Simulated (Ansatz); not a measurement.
A series of calculations on C4H10SSi

**1. Relaxation**

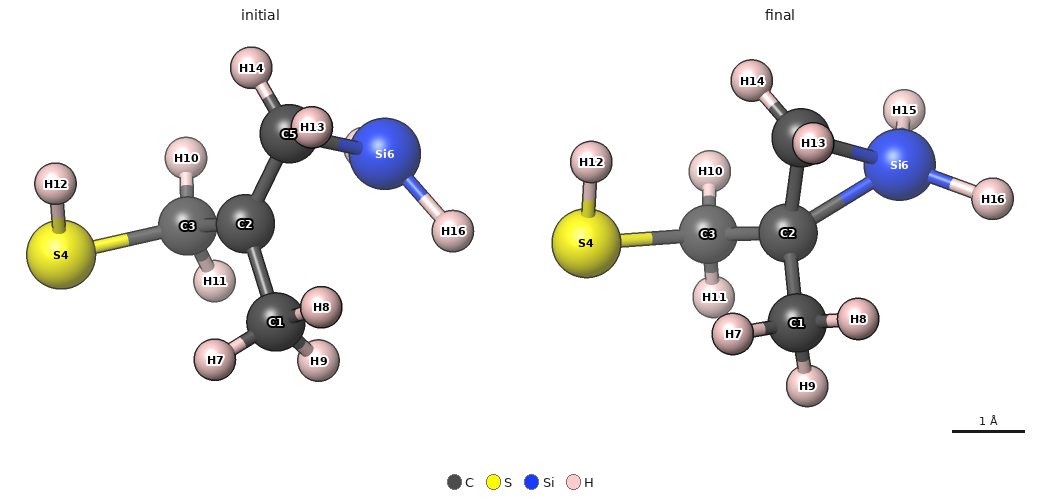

The structure of C4H10SSi before (left) and after (right) a relaxation, at one scale.

Style: ball-and-stick. Shown at a tilt.

The run prepares an end point of a later path (hydrogen shift) calculation, from a guessed geometry.

The calculation used Ansatz, RKS B3LYP-D4/6-31G*. Settings: no spin polarisation; force threshold 0.02 eV/Å; at most 50 steps.

### Describe what moved and what it gained.

H15 moves most after the best rigid fit: 0.61 Å. By element the largest moves are H 0.61 Å, C 0.46 Å, S 0.31 Å, Si 0.18 Å. Among the contacts that change: C2–Si6 2.296 → 1.886 Å, C5–Si6 1.787 → 1.869 Å, C2–C5 1.476 → 1.550 Å, C3–H11 1.131 → 1.094 Å. New bonds form, among them: C2–Si6 (2.30 → 1.89 Å). Among the angles between lasting bonds that change: C2–C5–Si6 88.9° → 66.2°, H13–C5–H14 103.6° → 112.4°, C1–C2–C5 122.6° → 115.6°. Over 10 accepted moves (11 points after the start) the energy falls by 135.6 kJ/mol. Largest force component: 3.7 eV/Å at the start, 0.014 eV/Å at the end. The line search rejected the trial step at point 7 of the run.

**2. Relaxation**

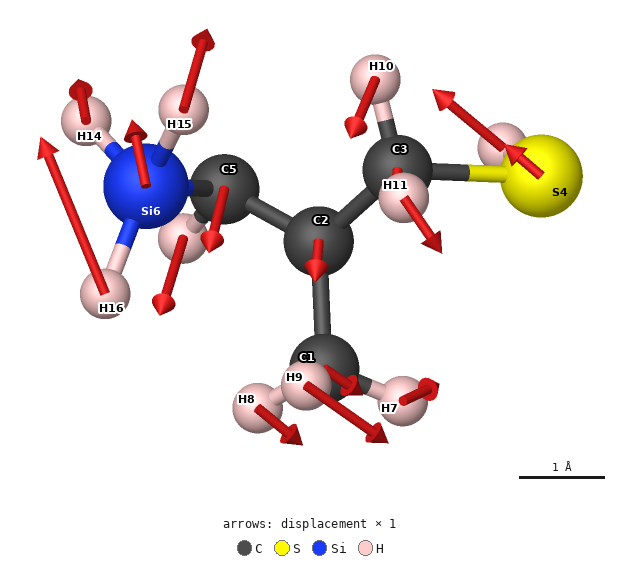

This is a relaxation of C4H10SSi. The starting structure is drawn; red arrows show the displacements, at their true length. The two geometries are superimposed by the best rigid fit.

A ball-and-stick model, seen face on.

The run prepares an end point of a later path (hydrogen shift) calculation, from a guessed geometry.

These are results of RKS B3LYP-D4/6-31G* in Ansatz, not measurements. Set-up: no spin polarisation; force threshold 0.02 eV/Å; at most 50 steps.

Atoms of which element are displaced furthest, and by how much?

Answer. Hydrogen: up to 2.03 Å, against 1.11 Å for carbon.

What did the optimiser do to the structure, and how much energy did it gain?

Answer. Over 19 geometry steps the energy falls by 4.131 eV. The largest force component goes from 4.1 to 0.0073 eV/Å. An H atom moves most after the best rigid fit: 2.03 Å. Largest moves by element: H 2.03 Å, C 1.11 Å, Si 0.91 Å, S 0.59 Å. Among the contacts that change: C–Si 2.296 → 2.919 Å, C–C 1.476 → 1.347 Å, C–Si 1.787 → 1.867 Å, H–Si 1.440 → 1.489 Å. Among the angles between lasting bonds that change: C–C–Si 88.9° → 129.9°, C–Si–H 71.7° → 109.2°, H–Si–H 124.0° → 107.4°. Cost: 37 s on 2 threads of AMD EPYC 9R45 96-Core Processor (Zen 5), with other jobs on the host, peak memory 0.33 GiB.

**3. Path**

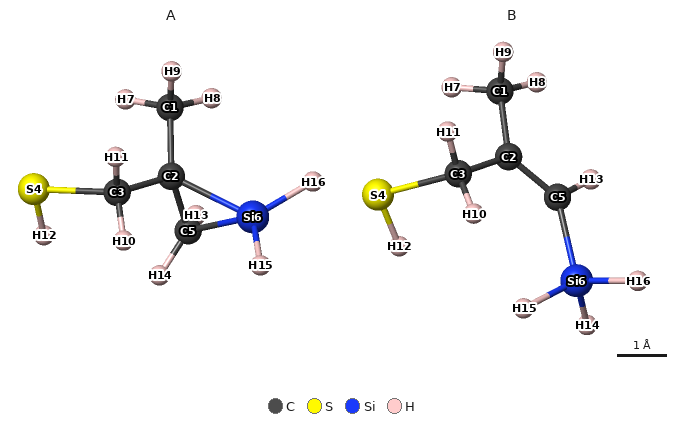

The two relaxed end points of a path for C$_{4}$H$_{10}$SSi. A ball-and-stick model, seen at a tilt.

Level of theory: RKS B3LYP-D4/6-31G* in Ansatz 0.2.0.

Run with 7 movable images; climbing image; force threshold 0.05 eV/Å; iteration limit 60.

Start:
```xyz
16

C    -0.5377   -1.5632   -0.0423
C    -0.0365   -0.1422    0.1693
C     1.4661    0.0316    0.0704
S     2.1827   -0.3591   -1.6006
C    -0.8809    0.9718   -0.5002
Si   -0.9718    0.9754    1.3668
H    -0.2951   -1.9090   -1.0549
H    -1.6237   -1.6318    0.0865
H    -0.0743   -2.2546    0.6712
H     1.7771    1.0458    0.3386
H     1.9811   -0.6561    0.7482
H     1.4756    0.5685   -2.2821
H    -1.7354    0.6416   -1.0886
H    -0.3268    1.7746   -0.9872
H    -0.2415    2.0278    2.1081
H    -2.1819    0.4565    2.0415
```

End:
```xyz
16

C    -0.3468   -2.0287   -0.5185
C    -0.0842   -0.6352   -0.0059
C     1.3616   -0.3204    0.2799
S     2.3676   -0.0814   -1.2587
C    -1.0733    0.2621    0.1696
Si   -0.9905    2.0370    0.7420
H     0.2331   -2.2206   -1.4293
H    -1.4061   -2.1849   -0.7395
H    -0.0340   -2.7788    0.2208
H     1.4803    0.5588    0.9131
H     1.8498   -1.1628    0.7816
H     1.6624    0.9709   -1.7261
H    -2.0801   -0.0853   -0.0749
H    -1.7550    2.8943   -0.2058
H     0.4028    2.5535    0.8089
H    -1.6105    2.1989    2.0873
```

Predict the minimum-energy path and its barrier.

Answer. The energy climbs by 66.5 kcal/mol to image 3 and then falls by 79.3 kcal/mol, so the end point sits at −12.8 kcal/mol. Breaking: C2–Si6 (1.89 → 1.92 at the top → 2.92 Å), C5–H14 (1.09 → 1.70 at the top → 2.74 Å). Forming: Si6–H14 (2.57 → 1.53 at the top → 1.49 Å). The band is converged. At the top, the vibrational analysis gives one imaginary mode (785i cm⁻¹), as a transition state must have.

Energies of the converged images:

| image | path (Å) | E (kcal/mol) |
| --- | --- | --- |
| 0 | 0.00 | 0.0 |
| 1 | 0.68 | 4.9 |
| 2 | 1.36 | 38.0 |
| 3 | 2.03 | 66.5 |
| 4 | 3.12 | 35.1 |
| 5 | 4.21 | 6.3 |
| 6 | 5.29 | -6.8 |
| 7 | 6.38 | -12.0 |
| 8 | 7.46 | -12.8 |

The geometry at the top of the path:

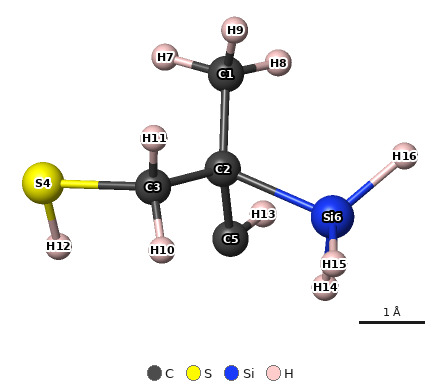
